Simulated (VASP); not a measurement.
Band structure of H (space group Fm-3m). Method: HSE06 screened hybrid, VASP's PBE PAW potentials (set 64) (plane waves; VASP).

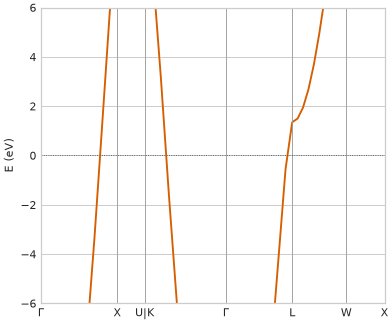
Bands along high-symmetry lines, zero at the valence-band maximum or, without a gap, the Fermi level

Task: Read the plot: is there a gap, and where are the band edges?

Result: It has no gap at this level: it comes out as a metal or semimetal.

The structure comes from a measured H entry (Fm-3m) of the Crystallography Open Database, whose conditions weren't checked. It was relaxed first, which changed the volume by -91 %. The k-mesh is coarse (spacing up to 0.34 per Å, 2π included), so the numbers may not be converged in it. The cell's shape comes from a PBE relaxation.
